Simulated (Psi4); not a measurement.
# BCl2F (SMILES FB(Cl)Cl), step by step

Wanted: a geometry optimisation (r2SCAN-3c/def2-mTZVPP), then the harmonic vibrations of BCl2F. 

The results are computed with Psi4 1.11.

## 1. The system as given

BCl2F: 4 atoms, total charge 0, spin state singlet. As SMILES, `FB(Cl)Cl`. The coordinates come from a GFN2-xTB relaxation. The run starts from this shape.

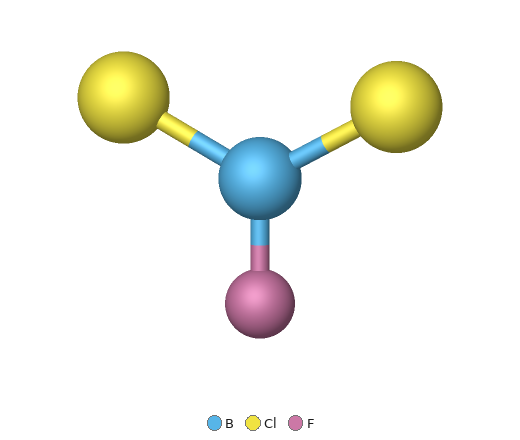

The structure, seen from a chosen angle (boron blue, chlorine yellow, fluorine pink).

## 2. A geometry optimisation at r2SCAN-3c/def2-mTZVPP (density fitting) (run 1)

The input, job.in:

```
memory 1600 MB

molecule {
  0 1
  B     -0.037880    -0.063210    -0.000480
  Cl     1.671570    -0.146640     0.013750
  Cl    -0.914230     1.407130    -0.016990
  F     -0.719460    -1.197280     0.003720
}

set {
  geom_maxiter 60
}

e, wfn = optimize("r2scan-3c", return_wfn=True)
```

On the command line:

```
$ psi4 -i job.in -o job.out -n 1
```

job.out:

```text
Psi4 1.11 release

gradient() will perform analytic gradient computation.

   => Loading Basis Set <=

    Name: DEF2-MTZVPP
    Role: ORBITAL
    Keyword: BASIS

   => R2SCAN3C: Empirical Dispersion <=

        a1 =       0.420000
        a2 =       5.650000
       alp =      16.000000
        s6 =       1.000000
        s8 =       0.000000
        s9 =       2.000000
        ga =       2.000000
        gc =       1.000000
        wf =       6.000000

         ---------------------------------------------------------
                                   SCF
                              RKS Reference
                        1 Threads,   1525 MiB Core
         ---------------------------------------------------------

  ==> Geometry <==

    Molecular point group: c1
    Full point group: C1

    Geometry (in Angstrom), charge = 0, multiplicity = 1:

       Center              X                  Y                   Z               Mass
    ------------   -----------------  -----------------  -----------------  -----------------
         B           -0.161924583754    -0.269678531013    -0.000000643443    11.009305360000
         CL           1.547525416246    -0.353108531013     0.014229356557    34.968852682000
         CL          -1.038274583754     1.200661468987    -0.016510643443    34.968852682000
         F           -0.843504583754    -1.403748531013     0.004199356557    18.998403162730

  Running in c1 symmetry.

  Rotational constants: A =      0.24383  B =      0.10593  C =      0.07385 [cm^-1]
  Rotational constants: A =   7309.72725  B =   3175.79488  C =   2213.92847 [MHz]
  Nuclear repulsion =  183.247378343285163

  Charge       = 0
  Multiplicity = 1
  Electrons    = 48
  Nalpha       = 24
  Nbeta        = 24

  ==> Algorithm <==

  SCF Algorithm Type is DF.
  DIIS enabled.
  MOM disabled.
  Fractional occupation disabled.
  Guess Type is SAD.
  Energy threshold   = 1.00e-08
  Density threshold  = 1.00e-08
  Integral threshold = 1.00e-12

  ==> Primary Basis <==

  Basis Set: DEF2-MTZVPP
    Blend: DEF2-MTZVPP
    Number of shells: 41
    Number of basis functions: 97
    Number of Cartesian functions: 104
    Spherical Harmonics?: true
    Max angular momentum: 2

  ==> DFT Potential <==

   => LibXC <=

    Version 7.1.2

   => Composite Functional: R2SCAN3C <=

    Deriv               =              1
    GGA                 =           TRUE
    Meta                =           TRUE

    Exchange Hybrid     =          FALSE
    MP2 Hybrid          =          FALSE

   => Exchange Functionals <=

    1.0000   XC_MGGA_X_R2SCAN

   => Correlation Functionals <=

    1.0000   XC_MGGA_C_R2SCAN

   => LibXC Density Thresholds  <==

    XC_MGGA_C_R2SCAN:  1.00E-15
    XC_MGGA_X_R2SCAN:  1.00E-11

   => Molecular Quadrature <=

    Radial Scheme          =       TREUTLER
    Pruning Scheme         =           NONE
    Nuclear Scheme         =       TREUTLER

    Blocking Scheme        =         OCTREE
    BS radius alpha        =              1
    Pruning alpha          =              1
    Radial Points          =             75
    Spherical Points       =            302
    Total Points           =          86469
    Total Blocks           =            716
    Max Points             =            255
    Max Functions          =             93
    Weights Tolerance      =       1.00E-15

   => Loading Basis Set <=

    Name: (DEF2-MTZVPP AUX)
    Role: JKFIT
    Keyword: DF_BASIS_SCF

  ==> Integral Setup <==

  DFHelper Memory: AOs need 0.031 GiB; user supplied 0.638 GiB.
  SCF_SUBTYPE=INCORE selected. In-core MEM_DF algorithm will be used.
  Using in-core AOs.

  ==> MemDFJK: Density-Fitted J/K Matrices <==

    J tasked:                   Yes
    K tasked:                    No
    wK tasked:                   No
    Memory [MiB]:               652
    Algorithm:                 Core
    Schwarz Cutoff:           1E-12
    Mask sparsity (%):       2.1681
    Fitting Condition:        1E-10

   => Auxiliary Basis Set <=

  Basis Set: (DEF2-MTZVPP AUX)
    Blend: DEF2-UNIVERSAL-JKFIT
    Number of shells: 126
    Number of basis functions: 408
    Number of Cartesian functions: 492
    Spherical Harmonics?: true
    Max angular momentum: 4

  Cached 100.0% of DFT collocation blocks in 0.480 [GiB].

  Minimum eigenvalue in the overlap matrix is 2.4814210797E-03.
  Reciprocal condition number of the overlap matrix is 4.6764627651E-04.
    Using symmetric orthogonalization.

  ==> Pre-Iterations <==

  SCF Guess: Superposition of Atomic Densities via on-the-fly atomic UHF (no occupation information).

   -------------------------
    Irrep   Nso     Nmo
   -------------------------
     A         97      97
   -------------------------
    Total      97      97
   -------------------------

  ==> Iterations <==

                           Total Energy        Delta E     RMS |[F,P]|

[... 3 lines left out ...]
   @DF-RKS iter   3: -1045.17627312734885   -1.89300e-01   1.49872e-03 DIIS/ADIIS
[... 3 lines left out ...]
   @DF-RKS iter   7: -1045.18381869904874   -1.30890e-06   3.43669e-06 DIIS
[... 3 lines left out ...]
   @DF-RKS iter  11: -1045.18381875417435    1.13687e-12   2.17955e-09 DIIS
[... 37 lines left out ...]
    Nuclear Repulsion Energy =            183.2473783432851633
[... 3 lines left out ...]
    Empirical Dispersion Energy =           0.0060388964910085
[... 17 lines left out ...]
 Dipole Y            :         -0.6631312            0.8055345            0.1424034
[... 121 lines left out ...]
	Measures of convergence in internal coordinates in au.
[... 141 lines left out ...]
                           Total Energy        Delta E     RMS |[F,P]|
[... 4 lines left out ...]
   @DF-RKS iter   3: -1045.18526299832229   -6.49382e-04   4.25481e-05 DIIS
[... 3 lines left out ...]
   @DF-RKS iter   7: -1045.18526968405445   -4.27463e-10   1.98237e-07 DIIS
[... 9 lines left out ...]
    Final Occupation by Irrep:
[... 11 lines left out ...]
    Two-Electron Energy =                 647.8886706313122659
[... 3 lines left out ...]
    Total Energy =                      -1045.1852696842713613
[... 58 lines left out ...]
    Weights Tolerance      =       1.00E-15
[... 54 lines left out ...]
	  Convergence Criteria     1.00e-06 *    3.00e-04 *             o    1.20e-03 *             o
[... 100 lines left out ...]
   @DF-RKS iter   1: -1045.18040490627391   -3.47341e-02   3.59902e-04 DIIS/ADIIS
[... 3 lines left out ...]
   @DF-RKS iter   5: -1045.18110101135130   -4.67120e-07   4.29980e-06 DIIS
[... 3 lines left out ...]
   @DF-RKS iter   9: -1045.18110107097755   -3.06954e-11   7.03093e-09 DIIS
[... 17 lines left out ...]
    Nuclear Repulsion Energy =            180.4328045094233914
[... 3 lines left out ...]
    Empirical Dispersion Energy =           0.0056898413440661
[... 17 lines left out ...]
 Dipole Y            :         -0.7725112            0.8362658            0.0637546
[... 90 lines left out ...]
	Measures of convergence in internal coordinates in au.
[... 110 lines left out ...]
                           Total Energy        Delta E     RMS |[F,P]|
[... 4 lines left out ...]
   @DF-RKS iter   3: -1045.18424526046488   -8.59324e-06   3.00087e-05 DIIS
[... 3 lines left out ...]
   @DF-RKS iter   7: -1045.18424825462307   -9.33824e-10   8.58192e-08 DIIS
[... 14 lines left out ...]
  @DF-RKS Final Energy: -1045.18424825465468
[... 6 lines left out ...]
    DFT Exchange-Correlation Energy =     -70.9649095487026642
[... 17 lines left out ...]
 Dipole X            :         -0.4690923            0.5048495            0.0357572
[... 89 lines left out ...]
	                                 ==> Convergence Check <==
[... 75 lines left out ...]
    Weights Tolerance      =       1.00E-15
[... 23 lines left out ...]
   @DF-RKS iter   2: -1045.18538302568186    2.74590e-06   9.47239e-05 DIIS
[... 3 lines left out ...]
   @DF-RKS iter   6: -1045.18541154018385   -8.05267e-09   3.96026e-07 DIIS
[... 9 lines left out ...]
    Final Occupation by Irrep:
[... 11 lines left out ...]
    Two-Electron Energy =                 647.4681259759249770
[... 3 lines left out ...]
    Total Energy =                      -1045.1854115410149006
[... 58 lines left out ...]
    Weights Tolerance      =       1.00E-15
[... 54 lines left out ...]
	  Convergence Criteria     1.00e-06 *    3.00e-04 *             o    1.20e-03 *             o
[... 100 lines left out ...]
   @DF-RKS iter   1: -1045.18541880005705    1.17890e-03   1.73437e-05 DIIS
[... 3 lines left out ...]
   @DF-RKS iter   5: -1045.18542007641668   -1.39380e-09   2.33073e-07 DIIS
[... 3 lines left out ...]
  Energy and wave function converged.
[... 11 lines left out ...]
       1A   -101.241948     2A   -101.241946     3A    -24.533127
       4A     -9.398754     5A     -9.398751     6A     -7.142383
       7A     -7.142383     8A     -7.136550     9A     -7.136550
[... 4 lines of this table left out ...]
      22A     -0.339193    23A     -0.325673    24A     -0.306361

    Virtual:

      25A     -0.063494    26A      0.016097    27A      0.057000
      28A      0.114250    29A      0.114509    30A      0.124821
      31A      0.131268    32A      0.186543    33A      0.316235
[... 20 lines of this table left out ...]
      94A     13.787842    95A     24.829048    96A     24.949837
      97A     57.097782

    Final Occupation by Irrep:
              A
    DOCC [    24 ]
    NA   [    24 ]
    NB   [    24 ]

  @DF-RKS Final Energy: -1045.18542007669680

   => Energetics <=

    Nuclear Repulsion Energy =            180.4671265513730418
    One-Electron Energy =               -1802.2518083284599015
    Two-Electron Energy =                 647.5625100619209888
    DFT Exchange-Correlation Energy =     -70.9688995879590010
    Empirical Dispersion Energy =           0.0056512264281514
    VV10 Nonlocal Energy =                  0.0000000000000000
    Total Energy =                      -1045.1854200766968006

Computation Completed

Properties will be evaluated at   0.000000,   0.000000,   0.000000 [a0]

Properties computed using the SCF density matrix

 Multipole Moments:

 ------------------------------------------------------------------------------------
     Multipole            Electronic (a.u.)      Nuclear  (a.u.)        Total (a.u.)
 ------------------------------------------------------------------------------------

 L = 1.  Multiply by 2.5417464519 to convert [e a0] to [Debye]
 Dipole X            :         -0.4612273            0.5034764            0.0422491
 Dipole Y            :         -0.7675809            0.8378838            0.0703028
 Dipole Z            :          0.0013248           -0.0015440           -0.0002192
 Magnitude           :                                                    0.0820215

 ------------------------------------------------------------------------------------

	total time  =         13 seconds =       0.22 minutes

         ------------------------------------------------------------
                                   SCF GRAD
         ------------------------------------------------------------

  ==> Geometry <==

    Molecular point group: c1
    Full point group: C1

    Geometry (in Angstrom), charge = 0, multiplicity = 1:

       Center              X                  Y                   Z               Mass
    ------------   -----------------  -----------------  -----------------  -----------------
         B           -0.181284953452    -0.301696574527     0.000477935787    11.009305360000
         CL           1.570435071632    -0.350827238498     0.014738652197    34.968852682000
         CL          -1.047007472974     1.221912282148    -0.016382554321    34.968852682000
         F           -0.858379572103    -1.428508207633     0.002748843139    18.998403162730

  Nuclear repulsion =  180.467126551373070

   => Molecular Quadrature <=

    Radial Scheme          =       TREUTLER
    Pruning Scheme         =           NONE
    Nuclear Scheme         =       TREUTLER

    Blocking Scheme        =         OCTREE
    BS radius alpha        =              1
    Pruning alpha          =              1
    Radial Points          =             75
    Spherical Points       =            302
    Total Points           =          86458
    Total Blocks           =            708
    Max Points             =            256
    Max Functions          =             93
    Weights Tolerance      =       1.00E-15

  -Total Gradient:
     Atom            X                  Y                   Z
    ------   -----------------  -----------------  -----------------
       1       -0.000105026378    -0.000176029149    -0.000020046019
       2        0.000027941661    -0.000060133046     0.000006714373
       3       -0.000066543109    -0.000003326274     0.000005590749
       4       -0.000018689626    -0.000030657896     0.000008089310

	total time  =          3 seconds =       0.05 minutes

    			-----------------------------------------

    			 OPTKING 3.0: for geometry optimizations

    			        with contributions from

    			-----------------------------------------

	                            ===> Fragment 1 <==

	 Z (Atomic Numbers)          Masses                          Geom
	       5.000000            11.009305         -0.34257891 -0.57012390  0.00090317
	      17.000000            34.968853          2.96769218 -0.66296740  0.02785202
	      17.000000            34.968853         -1.97855738  2.30907956 -0.03095854
	       9.000000            18.998403         -1.62210230 -2.69948928  0.00519456

	 - Coordinate -           - BOHR/RAD -       - ANG/DEG -
	 R(1,2)           =         3.311682           1.752467
	 R(1,3)           =         3.311684           1.752468
	 R(1,4)           =         2.484229           1.314598
[... 5 lines of this table left out ...]
	 O(4,1,2,3)       =         0.000216           0.012385

	        --- Internal Coordinate Step in ANG or DEG, aJ/ANG or AJ/DEG ---
	-------------------------------------------------------------------------------
	           Coordinate      Previous         Force          Change          New
	           ----------      --------        ------          ------        ------
	               R(1,2)       1.75247       -0.00056       -0.00015       1.75232
	               R(1,3)       1.75247       -0.00057       -0.00015       1.75232
	               R(1,4)       1.31460        0.00035        0.00009       1.31469
[... 5 lines of this table left out ...]
	           O(4,1,2,3)       0.01239       -0.00000       -0.01289      -0.00050
	-------------------------------------------------------------------------------

	                                 ==> Convergence Check <==

	Measures of convergence in internal coordinates in au.

	Criteria marked as inactive (o), active & met (*), and active & unmet ( ).

	----------------------------------------------------------------------------------------------
	   Step    Total Energy     Delta E     Max Force     RMS Force      Max Disp      RMS Disp
	----------------------------------------------------------------------------------------------
	  Convergence Criteria     1.00e-06 *    3.00e-04 *             o    1.20e-03 *             o
	----------------------------------------------------------------------------------------------
	     6   -1045.18542008   -8.54e-06      6.86e-05 *    3.65e-05 o    2.82e-04 *    2.10e-04 o  ~
	----------------------------------------------------------------------------------------------

Next Geometry in Ang
	Fragment 1 (Ang)

	    B  -0.1812152917  -0.3015786607   0.0005650265
	   Cl   1.5703513798  -0.3508857006   0.0147119833
	   Cl  -1.0470193047   1.2218110340  -0.0164083713
	    F  -0.8583537103  -1.4284664112   0.0027142383

    Final optimized geometry and variables:
    Molecular point group: c1
    Full point group: C1

    Geometry (in Angstrom), charge = 0, multiplicity = 1:

    B           -0.181284953452    -0.301696574527     0.000477935787
    CL           1.570435071632    -0.350827238498     0.014738652197
    CL          -1.047007472974     1.221912282148    -0.016382554321
    F           -0.858379572103    -1.428508207633     0.002748843139

    Psi4 run time: 0:01:43.51

[set-up sections that repeat, and orbital energies of the middle runs, are left out above]
```

Standard output:

```text
Optimizer: Optimization complete!
```

Wall time 1.8 min (1 thread of AMD EPYC, shared host); peak memory 0.78 GiB.

Step by step:

```
step  energy from the first frame kept (eV)  largest force (eV/Å)
   0                                 0.0000                1.1804
   1                                -0.0395                0.5629
   2                                 0.0740                1.4925
   3                                -0.0117                0.7793
   4                                -0.0433                0.0839
   5                                -0.0436                0.0106
```

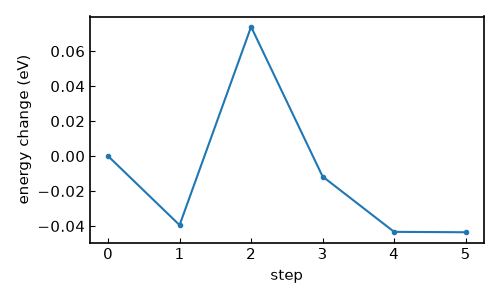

Energy along the run.

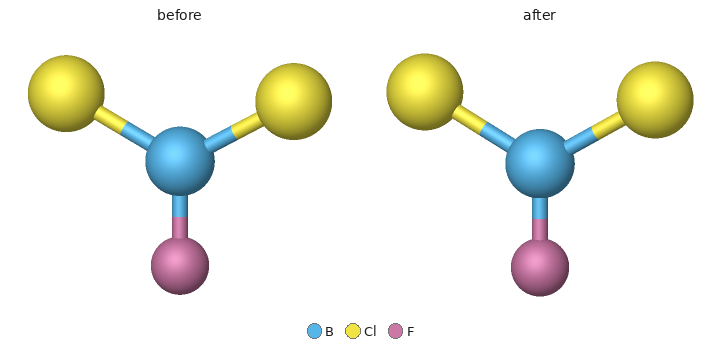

Before and after, at one scale.

After the run. Bond lengths: B1–Cl2 1.752 Å, B1–Cl3 1.752 Å, B1–F4 1.315 Å. Angles: Cl2–B1–Cl3 121.2°, Cl2–B1–F4 119.4°, Cl3–B1–F4 119.4°.

## 3. Vibrational wavenumbers at r2SCAN-3c/def2-mTZVPP (density fitting) (run 2)

The input, input.inp:

```
memory 1600 mb

molecule geom {
  0 1
  B
  Cl 1 1.752467
  Cl 1 1.752468 2 121.21453
  F 1 1.314598 2 119.39281 3 -179.98588
}

set reference rks
set t 400.0
set rotational_symmetry_number 2

E, wfn = frequency("r2scan-3c", return_wfn=True)
print_variables()
```

On the command line:

```
$ psi4 input.inp input.out -n 1
```

input.out, cut to the lines that bear on the results:

```text
[...]
  Running in c1 symmetry.
[...]
  Nuclear repulsion =  180.467102234907401
[...]
  Multiplicity = 1
[...]
  Nalpha       = 24
  Nbeta        = 24
[...]
    Number of basis functions: 97
[...]
   @DF-RKS iter   1: -1045.09547500782787   -1.24277e-01   5.12338e-03 ADIIS/DIIS
[...]
   @DF-RKS iter  11: -1045.18541995036867    9.09495e-13   1.23695e-09 DIIS
[...]
  @DF-RKS Final Energy: -1045.18541995036867
   => Energetics <=
    Nuclear Repulsion Energy =            180.4654052828966542
    One-Electron Energy =               -1802.2486111500747938
    Two-Electron Energy =                 647.5609572034541088
    DFT Exchange-Correlation Energy =     -70.9688220617749437
    Empirical Dispersion Energy =           0.0056507751302924
    VV10 Nonlocal Energy =                  0.0000000000000000
    Total Energy =                      -1045.1854199503686687
[...]
  -Total Gradient:
     Atom            X                  Y                   Z
    ------   -----------------  -----------------  -----------------
       1        0.000020259423    -0.000005645592    -0.000015124289
       2       -0.000006051190    -0.000024640629     0.000050247442
       3       -0.000006058452    -0.000056323040    -0.000034060269
       4       -0.000008021795    -0.000188291157    -0.000156932949
[...]
  ==> Harmonic Vibrational Analysis <==
[...]
  Freq [cm^-1]                 268.0385            365.7702            514.1054
[...]
  IR activ [km/mol]             0.3839              4.6438             16.2964
[...]
  Freq [cm^-1]                 553.0569            961.0918           1314.3921
[...]
  IR activ [km/mol]             5.4373             480.9734            306.0449
[...]
  Total E_0, Enthalpy at 0 [K]                                                        -1045.17636104 [Eh]
[...]
  Total H, Enthalpy at  400.00 [K]                                                    -1045.16889757 [Eh]
[...]
  Total G, Gibbs energy at  400.00 [K]                                                -1045.21546862 [Eh]
[...]
```

Standard output:

```text
Warning: used thermodynamics relations inappropriate for low-frequency modes: ['268.0385' '365.7702' '514.1054' '553.0569']
```

It took 5.9 min on 1 thread of AMD EPYC, shared host; peak memory 0.75 GiB.

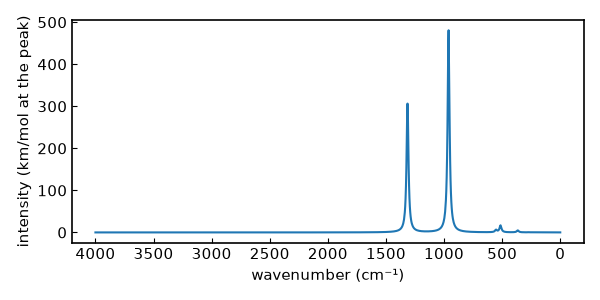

Harmonic infrared spectrum, unscaled, lines broadened by 10 cm⁻¹.

## 4. Outcome

| quantity | value |
| --- | --- |
| run 1, r2SCAN-3c/def2-mTZVPP: total energy at the end | -1045.18542 Eh |
| run 1, r2SCAN-3c/def2-mTZVPP: dipole moment | 0.21 D |
| run 1, r2SCAN-3c/def2-mTZVPP: HOMO energy | -8.34 eV |
| run 1, r2SCAN-3c/def2-mTZVPP: LUMO energy | -1.73 eV |
| run 1, r2SCAN-3c/def2-mTZVPP: HOMO–LUMO gap | 6.61 eV |
| run 2, r2SCAN-3c/def2-mTZVPP: lowest harmonic wavenumber | 268 cm⁻¹ |
| run 2, r2SCAN-3c/def2-mTZVPP: highest harmonic wavenumber | 1314 cm⁻¹ |
| run 2, r2SCAN-3c/def2-mTZVPP: zero-point energy | 23.8 kJ/mol |
| run 2, r2SCAN-3c/def2-mTZVPP: ideal-gas entropy at 400 K (symmetry number 2 as used) | 73.1 cal/(mol K) |

The optimisation (run 1, r2SCAN-3c/def2-mTZVPP) took 6 steps and changed the energy by -0.044 eV. All 6 modes (run 2, r2SCAN-3c/def2-mTZVPP) are real, so the shape is a minimum at this level.
